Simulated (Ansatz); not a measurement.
## Phonon calculation of AlSbH$_{3}$

AlSbH$_{3}$, multiplicity 2, computed with UKS PBE0/def2-SVP (Ansatz 0.2.0).

It belongs to a series of runs on one base structure; here: vibrations at the highest image of the band. Figures and captions count atoms from 1; the log counts them from 0 in places.

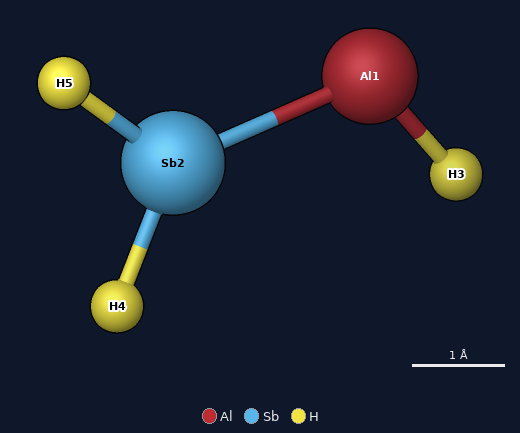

*The structure as given in the input (ball-and-stick view, seen at a tilt; atoms are numbered from 1 in the order of the input). Sticks mark near contacts.*

Bond lengths as drawn: Al–H 1.60 Å, Al–Sb 2.50 Å and H–Sb 1.68 to 1.69 Å.

## Input
```yaml
crystal:
  periodic: [false, false, false]
  atoms:
    - { symbol: Al, position_ang: [1.162436, -0.726219, 1.178314] }
    - { symbol: Sb, position_ang: [-0.185048, 0.549278, -0.503538] }
    - { symbol: H, position_ang: [0.436779, -2.038839, 1.732006] }
    - { symbol: H, position_ang: [-1.716513, 0.253019, -1.141552] }
    - { symbol: H, position_ang: [0.302346, 1.962761, -1.265229] }
magnetization:
  spin_polarized: true
  initial_magnetization: 1
basis:
  gaussian: { orbitals: def2-SVP }
hamiltonian:
  xc: pbe0
phonons: {}
```

Launched with:
```bash
ansatz run input.yaml --threads 1 --pin off --max-ram 2048MiB --backend cpu --events-out ev --progress --plain --runs-dir out
```

## What the program printed
```
Engine: ansatz 0.2.0, x86_64-unknown-linux-gnu
Functional definition: PBE0
  parameter a = 0.25
  parameter kappa = 0.804
  parameter beta = 0.06672455060314922
  exchange = (1 - a)*pbe_x(kappa = kappa, mu = beta*pi^2/3) + a*exact_x
  correlation = pbe_c(beta = beta)
702 factors; integrals over basis functions are off by at most 2.9e-4 eV
mean field evaluation 1: about -13175.3429 eV, gradient 6.9e0 eV
mean field evaluation 2: about -13175.3906 eV, gradient 7.6e0 eV
mean field evaluation 4: about -13175.9603 eV, gradient 3.5e-1 eV
mean field evaluation 8: about -13175.9601 eV, gradient 2.2e-2 eV
mean field evaluation 16: about -13175.9601 eV, gradient 2.3e-5 eV
mean field -13175.96009867 eV, -484.2076026398 hartree, gradient 2.3e-5 eV, S^2 0.759675; 2 other end points of the search recorded, 0 dependent functions left out
the calculation of the forces begins
reference -13175.96012518 eV, -484.2076036138 hartree; 20, 19 occupied and 39, 40 virtual orbitals, 702 factors
these checks for a lower state are left out or cut short: stability, starts, cluster_reference, orbital_swaps, neighbouring_geometries, increment
702 factors; integrals over basis functions are off by at most 2.9e-4 eV
mean field -13175.96001900 eV, -484.2075997120 hartree, gradient 1.5e-6 eV, S^2 0.759709; 0 other end points of the search recorded, 0 dependent functions left out
[... from here on the field's lines of each further geometry are left out, up to the last ...]
the calculation of the forces begins
reference -13175.96013067 eV, -484.2076038155 hartree; 20, 19 occupied and 39, 40 virtual orbitals, 702 factors
these checks for a lower state are left out or cut short: stability, starts, cluster_reference, orbital_swaps, neighbouring_geometries, increment
702 factors; integrals over basis functions are off by at most 2.9e-4 eV
mean field -13175.96007095 eV, -484.2076016210 hartree, gradient 2.5e-6 eV, S^2 0.759682; 0 other end points of the search recorded, 0 dependent functions left out
the calculation of the forces begins
reference -13175.96009746 eV, -484.2076025951 hartree; 20, 19 occupied and 39, 40 virtual orbitals, 702 factors
WARN: phonons: modes at or below zero, which the zero-point energy, F, S and C_V leave out: 1, the lowest at -481.91 cm⁻¹. A minimum has none, and a first-order saddle one
Total energy: -13175.96012518 eV, -484.2076036138 hartree
Atom 0 at     1.162436    -0.726219     1.178314 Å, force    -0.023542     0.013956    -0.024681 eV/Å
Atom 1 at    -0.185048     0.549278    -0.503538 Å, force    -0.005098    -0.018603     0.013238 eV/Å
Atom 2 at     0.436779    -2.038839     1.732006 Å, force     0.011601     0.002288     0.005325 eV/Å
Atom 3 at    -1.716513     0.253019    -1.141552 Å, force     0.005884     0.003639    -0.000521 eV/Å
Atom 4 at     0.302346     1.962761    -1.265229 Å, force     0.011156    -0.001279     0.006639 eV/Å
Dipole moment:     0.098530     0.030754     0.032265 e Å
Vibrations: -481.91 254.82 333.12 390.49 505.26 788.83 1874.29 2027.91 2087.79 cm⁻¹, zero-point energy 0.512210 eV
```

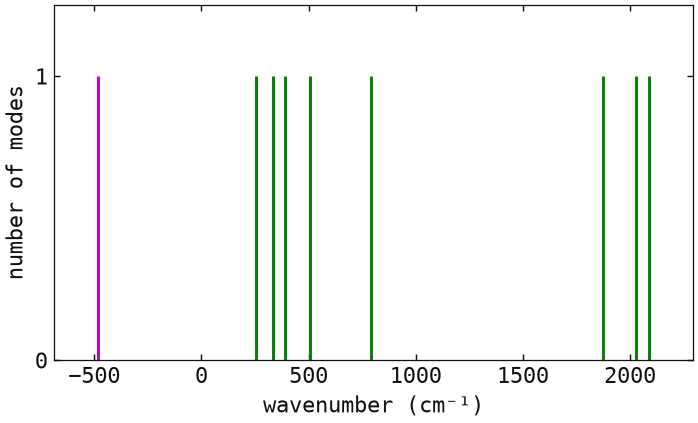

*Harmonic vibrational wavenumbers from the force constants; neighbouring modes closer than 12 cm⁻¹ are counted in one stick, and imaginary ones are drawn at negative wavenumbers.*

9 modes from 482i to 2088 cm⁻¹, 1 imaginary beyond 8i (482i cm⁻¹): a first-order saddle point, if the geometry is stationary.

## Results in brief

- outcome: converged
- total energy: −13175.9601 eV
- mean-field energy: −13175.9601 eV
- ⟨S²⟩: 0.760
- largest force (length of the vector): 0.037 eV/Å
- hardware: 1 thread of Intel Xeon (Granite Rapids), 192 GiB of memory available, shared host
- wall time: 38 s
- peak memory: 0.22 GiB
